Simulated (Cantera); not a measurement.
Input: 1 mol Si2Cl6, 0.29 mol N2, 33 mol H2, held at 5.70e-5 bar.

Cantera equilibrium calculation (NASA polynomials, part measured and part estimated; ideal gas, pure solids and liquids). Candidate condensed phases: NH4Cl, Si, Si3N4; 28 gas species. The feed counts by its element totals alone. The tables' values for SiCl, SiCl3 are old estimates; treat these amounts as uncertain. Gases not in the tables: Si2H6 and higher silanes. The numbers say what is thermodynamically allowed, not how fast it happens.

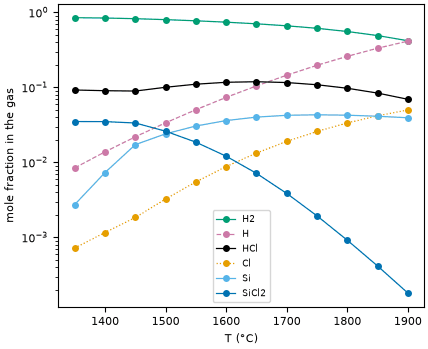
Fig. 1. Equilibrium gas composition (values under 1e-9 drawn at 1e-9)

Problem. Read off the mole fractions at 1550 °C.

Solution. H2 about 0.77, HCl about 0.11, H about 0.050, Si about 0.031, SiCl2 about 0.019, Cl about 0.0055.
